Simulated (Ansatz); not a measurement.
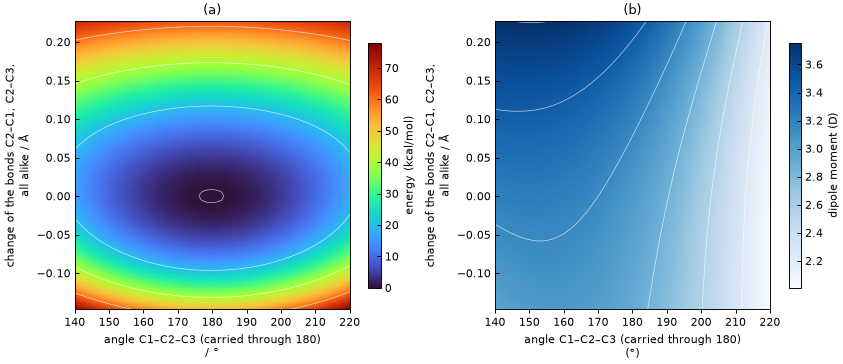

C₃H₅ClGe, SMILES CC#[C][GeH2][Cl]. 
- Coordinates scanned: (1) angle C1–C2–C3 (carried through 180); (2) change of the bonds C2–C1, C2–C3, all alike.
- Nothing is relaxed (all other coordinates rigid).
- Grid: 13 × 13 points.
- Points are written as (first, second).
- All energies are given in kcal/mol relative to the lowest grid point.
- The calculation used RHF/def2-SVP in Ansatz 0.2.0.

Panel (a) is the energy; panel (b) is the computed dipole moment, in D.

In the figure: a smooth colour map with a few white contour lines. Between grid points the surface is interpolated.

How does the dipole moment vary over the map, and what is it at the lowest grid point?

Leaving out the highest fifth of the energies, it runs from 2.01 D at (220.0°, −0.084 Å) to 3.64 D at (160.0°, 0.195 Å). At the lowest grid point, (180.0°, 0.009 Å), it is 3.04 D.

```csv
"second ↓, first →",140.0,146.7,153.3,160.0,166.7,173.3,180.0,186.7,193.3,200.0,206.7,213.3,220.0
0.227,3.74,3.75,3.75,3.74,3.70,3.63,3.53,3.39,3.22,3.01,2.77,2.50,2.22
0.195,3.65,3.66,3.66,3.64,3.60,3.53,3.43,3.29,3.13,2.93,2.70,2.44,2.17
0.164,3.57,3.58,3.57,3.55,3.51,3.44,3.34,3.21,3.05,2.86,2.63,2.39,2.14
0.133,3.50,3.50,3.50,3.47,3.43,3.36,3.26,3.14,2.98,2.80,2.58,2.35,2.10
0.102,3.43,3.43,3.43,3.40,3.36,3.29,3.20,3.07,2.92,2.75,2.54,2.31,2.07
0.071,3.36,3.37,3.36,3.34,3.29,3.23,3.14,3.02,2.88,2.70,2.50,2.28,2.05
0.040,3.29,3.31,3.30,3.28,3.24,3.18,3.09,2.97,2.83,2.67,2.47,2.26,2.03
0.009,3.23,3.25,3.25,3.23,3.19,3.13,3.04,2.93,2.80,2.64,2.45,2.24,2.02
−0.022,3.18,3.20,3.20,3.19,3.15,3.09,3.01,2.90,2.77,2.61,2.43,2.23,2.01
−0.053,3.12,3.15,3.16,3.14,3.11,3.06,2.98,2.87,2.75,2.59,2.41,2.22,2.01
−0.084,3.07,3.10,3.12,3.11,3.08,3.03,2.95,2.85,2.73,2.58,2.40,2.21,2.01
−0.115,3.01,3.05,3.08,3.07,3.05,3.00,2.93,2.83,2.71,2.57,2.40,2.21,2.01
−0.147,2.95,3.01,3.04,3.04,3.02,2.98,2.91,2.82,2.70,2.56,2.39,2.21,2.01
```
